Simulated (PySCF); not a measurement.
# C6H8Si: one change and its effect

System: C6H8Si (phenylsilane).
Method of run 1: GIAO PBE0/STO-3G NMR shielding, non-relativistic, gas phase (PySCF 2.14.0).

The geometry comes from this level: PBE0-D3(BJ)/def2-SVP. Text and figures count atoms from 1; the logs count them from 0 in places.

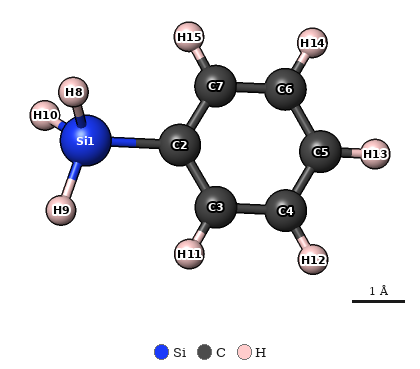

Figure 1. The structure (ball-and-stick view, seen at a tilt; atoms are numbered from 1 in the order of the input). Bond lengths as drawn: C–C 1.39 to 1.40 Å, C–H 1.09 Å, C–Si 1.88 Å and H–Si 1.49 to 1.50 Å.

The input, run 1:
```
{"job": {"kind": "nmr", "xc": "PBE0", "basis": "STO-3G", "pop": true}, "charge": 0, "multiplicity": 1}
Si     2.530349    -0.041866     0.244612
C      0.659683    -0.028276     0.072313
C     -0.058569    -1.218528    -0.112875
C     -1.447402    -1.207490    -0.241915
C     -2.142491    -0.001195    -0.187046
C     -1.444704     1.192781    -0.003126
C     -0.057896     1.177465     0.124999
H      3.173717     0.757193    -0.844122
H      3.021347    -1.450941     0.169473
H      2.950782     0.552377     1.551389
H      0.473376    -2.173222    -0.157462
H     -1.988720    -2.145861    -0.385458
H     -3.230554     0.009938    -0.287692
H     -1.985615     2.141297     0.040266
H      0.471833     2.124406     0.268344
```

The first line tells a small driver script what to run in PySCF; the rest is the geometry in Å.

Hardware: 1 CPU thread, shared host.

Output (run 1):
```
coarse grid: 13104 points
cycle   1  E = -516.4110381829  dE =  8.386e-01  |g| = 2.094e-01  |ddm| = 5.167e+00
cycle   2  E = -516.4166512891  dE = -5.613e-03  |g| = 1.805e-01  |ddm| = 6.029e-01
cycle   3  E = -516.4267035027  dE = -1.005e-02  |g| = 5.872e-02  |ddm| = 3.114e-01
cycle   4  E = -516.4278398838  dE = -1.136e-03  |g| = 1.145e-02  |ddm| = 9.322e-02
cycle   5  E = -516.4278850309  dE = -4.515e-05  |g| = 3.258e-03  |ddm| = 1.926e-02
cycle   6  E = -516.4278883997  dE = -3.369e-06  |g| = 2.336e-04  |ddm| = 4.239e-03
final grid: 122152 points
cycle   7  E = -516.3933802764  dE = -8.012e-06  |g| = 2.550e-03  |ddm| = 1.282e-02
cycle   8  E = -516.3933815521  dE = -1.276e-06  |g| = 1.808e-03  |ddm| = 6.926e-03
cycle   9  E = -516.3933826476  dE = -1.095e-06  |g| = 4.342e-04  |ddm| = 3.000e-03
cycle  10  E = -516.3933827064  dE = -5.881e-08  |g| = 3.697e-05  |ddm| = 5.777e-04
cycle  11  E = -516.3933827067  dE = -2.910e-10  |g| = 2.497e-05  |ddm| = 8.298e-05
converged SCF energy = -516.3933827067

GIAO shielding tensors (ppm)
atom      isotropic    diamagn.    paramagn.     s11        s22        s33       span
  0 Si     580.986     868.853    -287.867    549.494    573.070    620.393     70.899
  1 C      121.612     255.505    -133.893     49.451     79.134    236.251    186.801
  2 C      119.042     255.454    -136.412     35.038    108.481    213.608    178.570
  3 C      124.336     254.369    -130.033     44.070    106.811    222.127    178.057
  4 C      124.172     253.820    -129.648     45.432    104.609    222.476    177.043
  5 C      124.380     254.387    -130.007     44.014    106.819    222.306    178.293
  6 C      119.391     255.471    -136.080     34.814    107.085    216.276    181.462
  7 H       30.158      30.554      -0.396     26.260     27.963     36.251      9.992
  8 H       30.138      30.850      -0.712     25.377     28.865     36.173     10.795
  9 H       30.154      30.532      -0.378     26.216     28.000     36.247     10.031
 10 H       25.534      33.083      -7.549     21.153     25.887     29.562      8.409
 11 H       25.585      30.534      -4.949     21.887     27.137     27.732      5.844
 12 H       25.614      29.719      -4.105     22.005     27.383     27.454      5.448
 13 H       25.585      30.605      -5.020     21.891     27.123     27.741      5.850
 14 H       25.593      32.937      -7.344     21.227     25.913     29.639      8.412
```

Run 2 used a changed input.

The two runs side by side:

| quantity | run 1 | run 2 |
| --- | --- | --- |
| outcome | converged | converged |
| total energy (hartree) | −516.393383 | −522.429279 |
| HOMO (eV) | −5.34 | −7.17 |
| LUMO (eV) | 2.72 | −0.23 |
| dipole moment (D) | 0.11 | 0.90 |
| shielding of Si1 (ppm) | 581.0 | 479.1 |
| shielding of C2 (ppm) | 121.6 | 74.2 |
| shielding of C3 (ppm) | 119.0 | 66.5 |
| shielding of C4 (ppm) | 124.3 | 75.3 |
| shielding of C5 (ppm) | 124.2 | 73.8 |
| shielding of C6 (ppm) | 124.4 | 75.5 |
| shielding of C7 (ppm) | 119.4 | 67.7 |
| SCF iterations | 11 | 12 |
| basis functions | 47 | 83 |
| wall time (shared host) | 4.1 s | 8.1 s |

Which change of the input explains these differences?

The change (lines with − go, lines with + come):
```diff
-"basis": "STO-3G"
+"basis": "6-31G"
```

The total energy of run 2 is 3787.6 kcal/mol lower, which measures the change of basis and not a stability. The HOMO goes from −5.34 to −7.17 eV. The LUMO goes from 2.72 to −0.23 eV. The dipole moment goes from 0.11 to 0.90 D. Of all shieldings, the largest change is that of Si1, by −101.8 ppm. The SCF takes 12 iterations against 11. The basis functions go from 47 to 83.

Output (run 2):
```
coarse grid: 13104 points
cycle   1  E = -522.4707009857  dE =  9.481e-01  |g| = 2.980e-01  |ddm| = 3.718e+00
cycle   2  E = -522.4736658669  dE = -2.965e-03  |g| = 2.846e-01  |ddm| = 7.471e-01
cycle   3  E = -522.4981682476  dE = -2.450e-02  |g| = 2.898e-02  |ddm| = 4.025e-01
cycle   4  E = -522.4981633664  dE =  4.881e-06  |g| = 2.921e-02  |ddm| = 6.403e-02
cycle   5  E = -522.4984157725  dE = -2.524e-04  |g| = 2.373e-03  |ddm| = 3.782e-02
cycle   6  E = -522.4984171821  dE = -1.410e-06  |g| = 1.147e-03  |ddm| = 3.894e-03
final grid: 122152 points
cycle   7  E = -522.4292678487  dE = -1.757e-05  |g| = 5.962e-03  |ddm| = 2.003e-02
cycle   8  E = -522.4292676409  dE =  2.078e-07  |g| = 6.044e-03  |ddm| = 1.455e-02
cycle   9  E = -522.4292785970  dE = -1.096e-05  |g| = 4.524e-04  |ddm| = 7.753e-03
cycle  10  E = -522.4292786489  dE = -5.189e-08  |g| = 1.053e-04  |ddm| = 5.416e-04
cycle  11  E = -522.4292786517  dE = -2.728e-09  |g| = 3.939e-05  |ddm| = 1.613e-04
cycle  12  E = -522.4292786521  dE = -4.010e-10  |g| = 1.432e-05  |ddm| = 5.988e-05
converged SCF energy = -522.4292786521

GIAO shielding tensors (ppm)
atom      isotropic    diamagn.    paramagn.     s11        s22        s33       span
  0 Si     479.147     882.834    -403.688    425.721    481.298    530.422    104.701
  1 C       74.216     262.802    -188.586    -12.574     37.503    197.719    210.293
  2 C       66.514     259.059    -192.545    -37.166     59.060    177.647    214.813
  3 C       75.333     259.560    -184.227    -24.055     60.877    189.177    213.232
  4 C       73.818     259.731    -185.913    -24.787     55.251    190.988    215.775
  5 C       75.452     259.548    -184.096    -24.475     61.214    189.619    214.094
  6 C       67.739     259.219    -191.480    -35.786     56.159    182.842    218.629
  7 H       28.111      29.090      -0.979     24.465     26.438     33.430      8.965
  8 H       28.393      29.316      -0.923     24.301     27.494     33.384      9.083
  9 H       28.115      29.086      -0.971     24.434     26.487     33.424      8.990
 10 H       24.910      31.412      -6.502     20.970     24.523     29.239      8.269
 11 H       25.240      29.432      -4.192     22.362     25.862     27.497      5.135
 12 H       25.240      28.737      -3.497     22.507     25.941     27.274      4.767
 13 H       25.178      29.502      -4.324     22.211     25.852     27.471      5.260
 14 H       24.855      31.261      -6.406     20.761     24.412     29.394      8.633
```
